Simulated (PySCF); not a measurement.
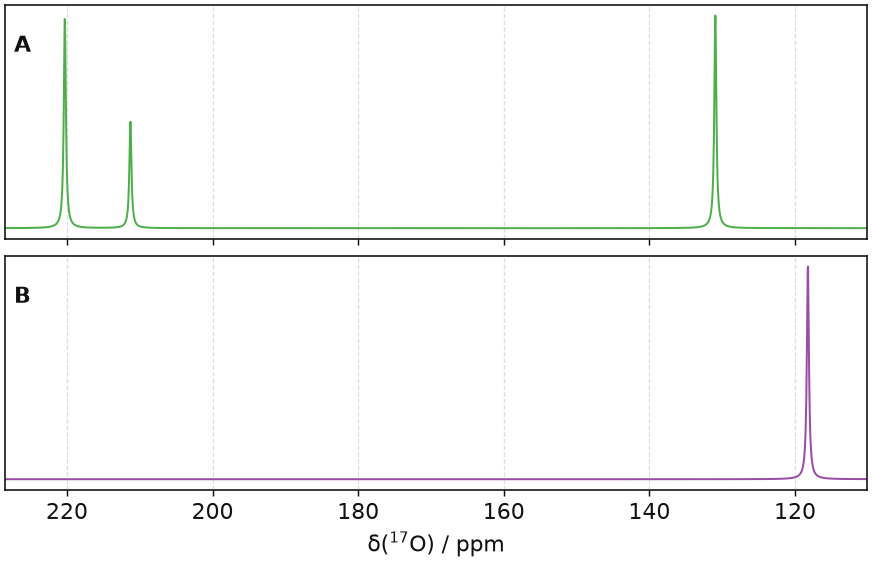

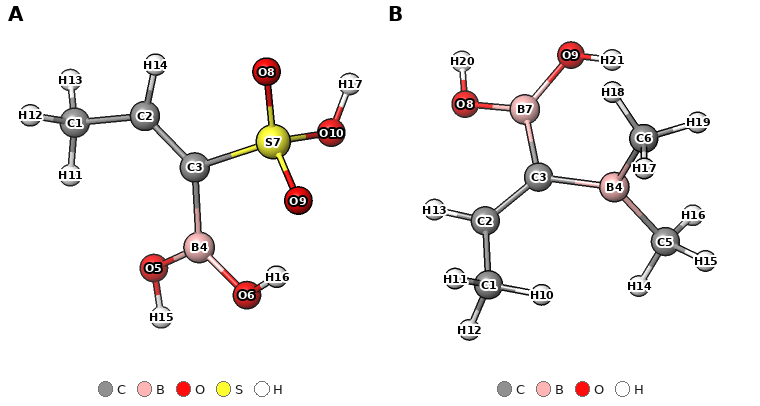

Related molecules: A is C₃H₇BO₅S, SMILES C/C=C(\B(O)O)S(=O)(=O)O; B is C₅H₁₂B₂O₂, SMILES C/C=C(\B(C)C)B(O)O. GIAO ¹⁷O shifts against H₂O (¹⁷O: a single water molecule, while the usual scale starts at liquid water and gives values some tens of ppm lower), PBE0/pcSseg-1, PySCF, at a GFN2-xTB geometry (no frequency check); fully decoupled, line heights follow the number of nuclei within a panel, widths are arbitrary (no quadrupolar broadening); values of one conformer, averaged over nuclei that symmetry or rotation about single bonds exchange, these motions taken as fast; other conformers aren't averaged in.

Question: Assign the ¹⁷O signals of each molecule.

Answer: A: 220.3 (O8, O9); 211.3 (O10); 130.9 (O5, O6)
B: 118.2 (O8, O9)

Caveats, for all or some of the runs: the tight-binding geometry is rougher than a DFT one and adds to the error.
